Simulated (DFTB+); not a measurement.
# C3H5O2: geometry relaxation (part 5 of 5)

C3H5O2, multiplicity 2, SMILES [CH2]C(=O)OC; DFTB2, U-SCC (DFTB+ 25.1). The run did not end well. The geometry comes from this level: GFN2-xTB.

Geometry of the input (Å):
```
C  0.0291  0.9045  -1.7518
C  -0.2998  0.0355  -0.6722
O  -1.1636  -0.8239  -0.6884
O  0.4750  0.2680  0.4187
C  0.2126  -0.5560  1.5381
H  -0.5115  0.8227  -2.6753
H  0.8082  1.6336  -1.6368
H  0.3790  -1.6065  1.2853
H  -0.8250  -0.4405  1.8615
H  0.8961  -0.2374  2.3209
```

### Trajectory as extended XYZ, continued
```
10
Properties=species:S:1:pos:R:3 step=226 energy=-370.11627
C     0.0181    0.9139   -1.7889
C    -0.2749    0.0591   -0.6711
O    -1.1334   -0.8217   -0.6428
O     0.5335    0.3101    0.4588
C     0.2089   -0.5694    1.5597
H    -0.5462    0.8097   -2.7181
H     0.8025    1.6721   -1.7273
H     0.3718   -1.6234    1.2708
H    -0.8469   -0.4389    1.8578
H     0.8683   -0.3083    2.4007
10
Properties=species:S:1:pos:R:3 step=228 energy=-370.11627
C     0.0181    0.9139   -1.7889
C    -0.2749    0.0591   -0.6711
O    -1.1334   -0.8217   -0.6428
O     0.5335    0.3101    0.4588
C     0.2089   -0.5694    1.5597
H    -0.5462    0.8097   -2.7181
H     0.8025    1.6721   -1.7273
H     0.3717   -1.6234    1.2708
H    -0.8469   -0.4389    1.8578
H     0.8683   -0.3083    2.4007
10
Properties=species:S:1:pos:R:3 step=230 energy=-370.11627
C     0.0181    0.9139   -1.7889
C    -0.2749    0.0591   -0.6711
O    -1.1334   -0.8217   -0.6428
O     0.5335    0.3101    0.4588
C     0.2089   -0.5694    1.5597
H    -0.5462    0.8097   -2.7181
H     0.8025    1.6721   -1.7273
H     0.3717   -1.6234    1.2708
H    -0.8469   -0.4388    1.8578
H     0.8683   -0.3083    2.4007
10
Properties=species:S:1:pos:R:3 step=232 energy=-370.11627
C     0.0181    0.9139   -1.7889
C    -0.2749    0.0591   -0.6711
O    -1.1334   -0.8217   -0.6428
O     0.5335    0.3101    0.4588
C     0.2089   -0.5694    1.5597
H    -0.5462    0.8097   -2.7181
H     0.8025    1.6721   -1.7273
H     0.3717   -1.6234    1.2708
H    -0.8469   -0.4388    1.8578
H     0.8683   -0.3083    2.4007
10
Properties=species:S:1:pos:R:3 step=234 energy=-370.11627
C     0.0181    0.9139   -1.7889
C    -0.2749    0.0591   -0.6711
O    -1.1334   -0.8217   -0.6428
O     0.5335    0.3101    0.4588
C     0.2089   -0.5694    1.5597
H    -0.5462    0.8097   -2.7181
H     0.8025    1.6721   -1.7273
H     0.3717   -1.6234    1.2708
H    -0.8469   -0.4388    1.8578
H     0.8683   -0.3083    2.4007
10
Properties=species:S:1:pos:R:3 step=236 energy=-370.11627
C     0.0181    0.9139   -1.7889
C    -0.2749    0.0591   -0.6711
O    -1.1334   -0.8218   -0.6428
O     0.5335    0.3101    0.4588
C     0.2089   -0.5694    1.5597
H    -0.5462    0.8097   -2.7181
H     0.8025    1.6721   -1.7273
H     0.3717   -1.6234    1.2708
H    -0.8469   -0.4388    1.8578
H     0.8683   -0.3083    2.4007
10
Properties=species:S:1:pos:R:3 step=238 energy=-370.11627
C     0.0181    0.9139   -1.7889
C    -0.2749    0.0591   -0.6711
O    -1.1334   -0.8218   -0.6428
O     0.5335    0.3101    0.4588
C     0.2089   -0.5694    1.5597
H    -0.5462    0.8097   -2.7181
H     0.8025    1.6721   -1.7273
H     0.3717   -1.6234    1.2708
H    -0.8469   -0.4388    1.8578
H     0.8683   -0.3083    2.4007
10
Properties=species:S:1:pos:R:3 step=240 energy=-370.11627
C     0.0181    0.9139   -1.7889
C    -0.2749    0.0591   -0.6711
O    -1.1334   -0.8218   -0.6428
O     0.5335    0.3101    0.4588
C     0.2089   -0.5694    1.5597
H    -0.5462    0.8096   -2.7181
H     0.8025    1.6721   -1.7273
H     0.3717   -1.6234    1.2708
H    -0.8469   -0.4388    1.8578
H     0.8683   -0.3083    2.4007
10
Properties=species:S:1:pos:R:3 step=243 energy=-370.11627
C     0.0181    0.9139   -1.7889
C    -0.2749    0.0591   -0.6711
O    -1.1334   -0.8218   -0.6428
O     0.5335    0.3101    0.4588
C     0.2089   -0.5694    1.5597
H    -0.5461    0.8096   -2.7181
H     0.8025    1.6721   -1.7273
H     0.3716   -1.6234    1.2708
H    -0.8469   -0.4388    1.8578
H     0.8683   -0.3083    2.4007
10
Properties=species:S:1:pos:R:3 step=245 energy=-370.11627
C     0.0181    0.9139   -1.7889
C    -0.2749    0.0591   -0.6711
O    -1.1334   -0.8218   -0.6428
O     0.5335    0.3101    0.4588
C     0.2089   -0.5694    1.5597
H    -0.5461    0.8096   -2.7181
H     0.8025    1.6722   -1.7273
H     0.3716   -1.6234    1.2708
H    -0.8469   -0.4388    1.8578
H     0.8683   -0.3083    2.4007
10
Properties=species:S:1:pos:R:3 step=247 energy=-370.11627
C     0.0181    0.9139   -1.7889
C    -0.2749    0.0591   -0.6711
O    -1.1333   -0.8218   -0.6428
O     0.5335    0.3101    0.4588
C     0.2089   -0.5694    1.5597
H    -0.5461    0.8096   -2.7181
H     0.8024    1.6722   -1.7273
H     0.3716   -1.6234    1.2708
H    -0.8469   -0.4388    1.8578
H     0.8683   -0.3083    2.4007
10
Properties=species:S:1:pos:R:3 step=249 energy=-370.11627
C     0.0181    0.9139   -1.7889
C    -0.2749    0.0591   -0.6711
O    -1.1333   -0.8218   -0.6428
O     0.5335    0.3101    0.4588
C     0.2089   -0.5694    1.5597
H    -0.5461    0.8096   -2.7181
H     0.8024    1.6722   -1.7273
H     0.3716   -1.6234    1.2708
H    -0.8469   -0.4388    1.8578
H     0.8683   -0.3083    2.4007
10
Properties=species:S:1:pos:R:3 step=251 energy=-370.11627
C     0.0181    0.9139   -1.7889
C    -0.2749    0.0591   -0.6711
O    -1.1333   -0.8218   -0.6428
O     0.5335    0.3101    0.4588
C     0.2089   -0.5694    1.5597
H    -0.5461    0.8096   -2.7181
H     0.8024    1.6722   -1.7273
H     0.3716   -1.6234    1.2708
H    -0.8469   -0.4388    1.8579
H     0.8683   -0.3083    2.4007
10
Properties=species:S:1:pos:R:3 step=253 energy=-370.11627
C     0.0181    0.9139   -1.7889
C    -0.2749    0.0591   -0.6711
O    -1.1333   -0.8218   -0.6428
O     0.5335    0.3101    0.4588
C     0.2089   -0.5694    1.5597
H    -0.5461    0.8096   -2.7181
H     0.8024    1.6722   -1.7273
H     0.3716   -1.6234    1.2708
H    -0.8469   -0.4387    1.8579
H     0.8683   -0.3083    2.4007
10
Properties=species:S:1:pos:R:3 step=255 energy=-370.11627
C     0.0181    0.9139   -1.7889
C    -0.2749    0.0591   -0.6711
O    -1.1333   -0.8218   -0.6428
O     0.5335    0.3101    0.4588
C     0.2089   -0.5694    1.5597
H    -0.5461    0.8096   -2.7181
H     0.8024    1.6722   -1.7273
H     0.3716   -1.6234    1.2708
H    -0.8469   -0.4387    1.8579
H     0.8683   -0.3083    2.4007
10
Properties=species:S:1:pos:R:3 step=257 energy=-370.11627
C     0.0181    0.9139   -1.7889
C    -0.2749    0.0591   -0.6711
O    -1.1333   -0.8218   -0.6428
O     0.5335    0.3101    0.4588
C     0.2089   -0.5694    1.5597
H    -0.5461    0.8096   -2.7181
H     0.8024    1.6722   -1.7273
H     0.3716   -1.6234    1.2708
H    -0.8469   -0.4387    1.8579
H     0.8683   -0.3084    2.4007
10
Properties=species:S:1:pos:R:3 step=260 energy=-370.11627
C     0.0181    0.9139   -1.7889
C    -0.2749    0.0591   -0.6711
O    -1.1333   -0.8218   -0.6428
O     0.5335    0.3101    0.4588
C     0.2089   -0.5694    1.5597
H    -0.5461    0.8096   -2.7181
H     0.8024    1.6722   -1.7273
H     0.3716   -1.6234    1.2708
H    -0.8469   -0.4387    1.8579
H     0.8684   -0.3084    2.4007
10
Properties=species:S:1:pos:R:3 step=262 energy=-370.11627
C     0.0181    0.9139   -1.7889
C    -0.2749    0.0591   -0.6711
O    -1.1333   -0.8218   -0.6428
O     0.5335    0.3101    0.4588
C     0.2089   -0.5694    1.5597
H    -0.5461    0.8096   -2.7181
H     0.8024    1.6722   -1.7273
H     0.3715   -1.6234    1.2708
H    -0.8469   -0.4387    1.8579
H     0.8684   -0.3084    2.4007
10
Properties=species:S:1:pos:R:3 step=264 energy=-370.11627
C     0.0181    0.9139   -1.7889
C    -0.2749    0.0591   -0.6711
O    -1.1333   -0.8218   -0.6428
O     0.5335    0.3101    0.4588
C     0.2089   -0.5694    1.5597
H    -0.5461    0.8096   -2.7181
H     0.8024    1.6722   -1.7273
H     0.3715   -1.6234    1.2708
H    -0.8469   -0.4387    1.8579
H     0.8684   -0.3084    2.4007
10
Properties=species:S:1:pos:R:3 step=266 energy=-370.11627
C     0.0181    0.9139   -1.7889
C    -0.2749    0.0591   -0.6711
O    -1.1333   -0.8219   -0.6428
O     0.5335    0.3101    0.4588
C     0.2089   -0.5694    1.5597
H    -0.5461    0.8096   -2.7181
H     0.8024    1.6722   -1.7273
H     0.3715   -1.6234    1.2707
H    -0.8469   -0.4387    1.8579
H     0.8684   -0.3084    2.4007
10
Properties=species:S:1:pos:R:3 step=268 energy=-370.11627
C     0.0181    0.9139   -1.7889
C    -0.2749    0.0591   -0.6711
O    -1.1333   -0.8219   -0.6428
O     0.5335    0.3101    0.4588
C     0.2089   -0.5694    1.5597
H    -0.5461    0.8096   -2.7181
H     0.8024    1.6722   -1.7273
H     0.3715   -1.6234    1.2707
H    -0.8469   -0.4387    1.8579
H     0.8684   -0.3084    2.4007
10
Properties=species:S:1:pos:R:3 step=270 energy=-370.11627
C     0.0181    0.9139   -1.7889
C    -0.2749    0.0591   -0.6711
O    -1.1333   -0.8219   -0.6428
O     0.5335    0.3101    0.4588
C     0.2089   -0.5694    1.5597
H    -0.5461    0.8096   -2.7181
H     0.8024    1.6722   -1.7273
H     0.3715   -1.6234    1.2707
H    -0.8469   -0.4387    1.8579
H     0.8684   -0.3084    2.4007
10
Properties=species:S:1:pos:R:3 step=272 energy=-370.11627
C     0.0181    0.9139   -1.7889
C    -0.2749    0.0591   -0.6711
O    -1.1333   -0.8219   -0.6428
O     0.5335    0.3101    0.4588
C     0.2089   -0.5694    1.5597
H    -0.5461    0.8096   -2.7181
H     0.8024    1.6722   -1.7273
H     0.3715   -1.6234    1.2707
H    -0.8469   -0.4387    1.8579
H     0.8684   -0.3084    2.4007
10
Properties=species:S:1:pos:R:3 step=274 energy=-370.11627
C     0.0181    0.9139   -1.7889
C    -0.2748    0.0591   -0.6711
O    -1.1333   -0.8219   -0.6429
O     0.5335    0.3101    0.4588
C     0.2089   -0.5694    1.5597
H    -0.5461    0.8096   -2.7181
H     0.8024    1.6722   -1.7273
H     0.3715   -1.6234    1.2707
H    -0.8469   -0.4387    1.8579
H     0.8684   -0.3084    2.4007
10
Properties=species:S:1:pos:R:3 step=277 energy=-370.11627
C     0.0181    0.9139   -1.7889
C    -0.2748    0.0590   -0.6711
O    -1.1332   -0.8219   -0.6429
O     0.5335    0.3101    0.4589
C     0.2089   -0.5694    1.5597
H    -0.5461    0.8096   -2.7181
H     0.8024    1.6722   -1.7273
H     0.3715   -1.6234    1.2707
H    -0.8469   -0.4386    1.8579
H     0.8684   -0.3084    2.4007
10
Properties=species:S:1:pos:R:3 step=279 energy=-370.11627
C     0.0181    0.9139   -1.7889
C    -0.2748    0.0590   -0.6711
O    -1.1332   -0.8219   -0.6429
O     0.5335    0.3102    0.4589
C     0.2089   -0.5694    1.5597
H    -0.5461    0.8096   -2.7181
H     0.8024    1.6722   -1.7273
H     0.3715   -1.6234    1.2707
H    -0.8469   -0.4386    1.8580
H     0.8684   -0.3084    2.4007
10
Properties=species:S:1:pos:R:3 step=281 energy=-370.11627
C     0.0181    0.9139   -1.7889
C    -0.2748    0.0590   -0.6711
O    -1.1332   -0.8219   -0.6429
O     0.5335    0.3102    0.4589
C     0.2089   -0.5694    1.5597
H    -0.5461    0.8096   -2.7181
H     0.8024    1.6722   -1.7273
H     0.3715   -1.6234    1.2707
H    -0.8469   -0.4386    1.8580
H     0.8684   -0.3084    2.4007
10
Properties=species:S:1:pos:R:3 step=283 energy=-370.11627
C     0.0181    0.9139   -1.7889
C    -0.2748    0.0590   -0.6711
O    -1.1332   -0.8219   -0.6429
O     0.5335    0.3102    0.4589
C     0.2089   -0.5694    1.5597
H    -0.5461    0.8096   -2.7181
H     0.8024    1.6723   -1.7273
H     0.3714   -1.6234    1.2707
H    -0.8469   -0.4386    1.8580
H     0.8684   -0.3084    2.4007
10
Properties=species:S:1:pos:R:3 step=285 energy=-370.11627
C     0.0181    0.9139   -1.7889
C    -0.2748    0.0590   -0.6711
O    -1.1332   -0.8219   -0.6429
O     0.5335    0.3102    0.4589
C     0.2089   -0.5694    1.5597
H    -0.5461    0.8096   -2.7181
H     0.8024    1.6723   -1.7273
H     0.3714   -1.6234    1.2707
H    -0.8469   -0.4386    1.8580
H     0.8684   -0.3084    2.4007
10
Properties=species:S:1:pos:R:3 step=287 energy=-370.11627
C     0.0181    0.9139   -1.7889
C    -0.2748    0.0590   -0.6711
O    -1.1332   -0.8219   -0.6429
O     0.5335    0.3102    0.4589
C     0.2088   -0.5694    1.5597
H    -0.5461    0.8096   -2.7181
H     0.8024    1.6723   -1.7273
H     0.3714   -1.6234    1.2707
H    -0.8469   -0.4386    1.8580
H     0.8684   -0.3084    2.4007
10
Properties=species:S:1:pos:R:3 step=289 energy=-370.11627
C     0.0181    0.9139   -1.7889
C    -0.2748    0.0590   -0.6711
O    -1.1332   -0.8219   -0.6429
O     0.5335    0.3102    0.4589
C     0.2088   -0.5694    1.5597
H    -0.5461    0.8096   -2.7181
H     0.8024    1.6723   -1.7273
H     0.3714   -1.6234    1.2707
H    -0.8469   -0.4386    1.8580
H     0.8684   -0.3085    2.4007
10
Properties=species:S:1:pos:R:3 step=291 energy=-370.11627
C     0.0181    0.9139   -1.7889
C    -0.2748    0.0590   -0.6711
O    -1.1332   -0.8219   -0.6429
O     0.5335    0.3102    0.4589
C     0.2088   -0.5694    1.5597
H    -0.5461    0.8096   -2.7181
H     0.8023    1.6723   -1.7273
H     0.3714   -1.6234    1.2707
H    -0.8469   -0.4386    1.8580
H     0.8685   -0.3085    2.4007
10
Properties=species:S:1:pos:R:3 step=294 energy=-370.11627
C     0.0181    0.9139   -1.7889
C    -0.2748    0.0590   -0.6711
O    -1.1332   -0.8219   -0.6429
O     0.5335    0.3102    0.4589
C     0.2088   -0.5694    1.5597
H    -0.5461    0.8096   -2.7181
H     0.8023    1.6723   -1.7273
H     0.3714   -1.6234    1.2707
H    -0.8469   -0.4386    1.8580
H     0.8685   -0.3085    2.4007
10
Properties=species:S:1:pos:R:3 step=296 energy=-370.11627
C     0.0181    0.9139   -1.7889
C    -0.2748    0.0590   -0.6711
O    -1.1332   -0.8219   -0.6429
O     0.5335    0.3102    0.4589
C     0.2088   -0.5694    1.5597
H    -0.5461    0.8096   -2.7181
H     0.8023    1.6723   -1.7273
H     0.3714   -1.6234    1.2707
H    -0.8469   -0.4386    1.8580
H     0.8685   -0.3085    2.4007
10
Properties=species:S:1:pos:R:3 step=298 energy=-370.11627
C     0.0181    0.9139   -1.7889
C    -0.2748    0.0590   -0.6711
O    -1.1332   -0.8220   -0.6429
O     0.5335    0.3102    0.4589
C     0.2088   -0.5694    1.5597
H    -0.5461    0.8096   -2.7181
H     0.8023    1.6723   -1.7273
H     0.3714   -1.6234    1.2707
H    -0.8469   -0.4386    1.8580
H     0.8685   -0.3085    2.4006
10
Properties=species:S:1:pos:R:3 step=300 energy=-370.11627
C     0.0181    0.9139   -1.7889
C    -0.2748    0.0590   -0.6711
O    -1.1332   -0.8220   -0.6429
O     0.5335    0.3102    0.4589
C     0.2088   -0.5694    1.5597
H    -0.5461    0.8096   -2.7181
H     0.8023    1.6723   -1.7273
H     0.3713   -1.6234    1.2707
H    -0.8469   -0.4386    1.8580
H     0.8685   -0.3085    2.4006
```

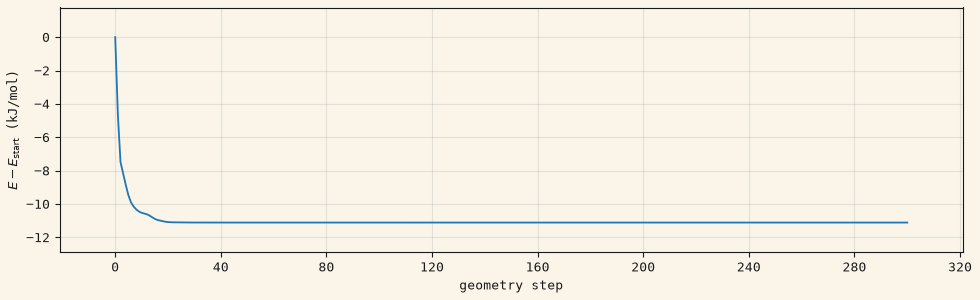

Progress of the relaxation, step by step (steps are counted from 0).

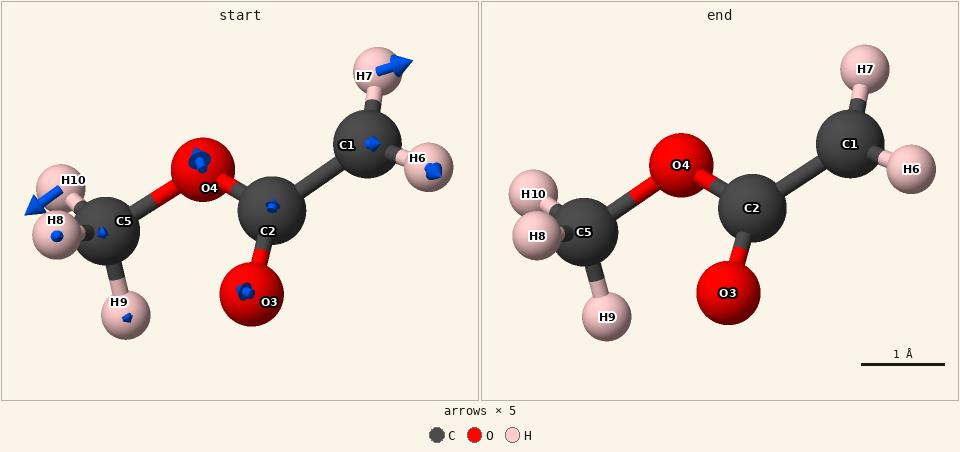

Before (left) and after (right) the relaxation, at one scale (ball-and-stick view, seen at a tilt). The blue arrows give the displacements, magnified 5 times. The relaxation stopped without meeting its thresholds, so the last structure isn't shown to be converged. After 300 geometry steps the energy has fallen by 11.1 kJ/mol. The atom that moves furthest after the best rigid fit is H10 (0.11 Å). Largest moves by element: H 0.11 Å, O 0.08 Å, C 0.04 Å. Among the contacts that change: C2–O4 1.358 → 1.412 Å, O4–C5 1.415 → 1.446 Å, C1–H6 1.073 → 1.092 Å, C5–H10 1.087 → 1.100 Å. Among the angles that change: C2–O4–C5 115.5° → 111.9°. (Atoms are counted from 1 in the order of the input.)
